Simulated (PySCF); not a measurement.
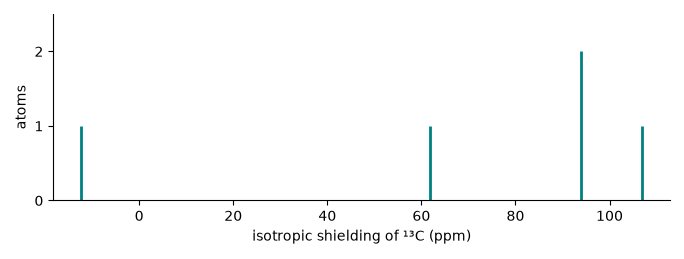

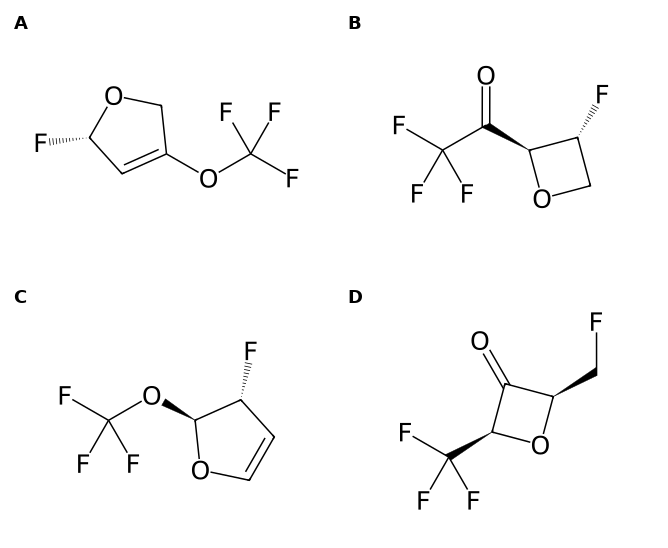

The sticks are computed shieldings of one of the molecules, for one fixed geometry (GFN2-xTB) without averaging over rotations. Low shielding means a high chemical shift. Method: GIAO PBE0/pcSseg-1 NMR shielding, non-relativistic, gas phase (PySCF 2.14.0).

**Match the spectrum to a structure.**

B, `O=C([C@@H]1OC[C@H]1F)C(F)(F)F`. Its 5 C atoms give lines at −12.3, 61.7, 94.0 (2 atoms), 106.9 ppm.
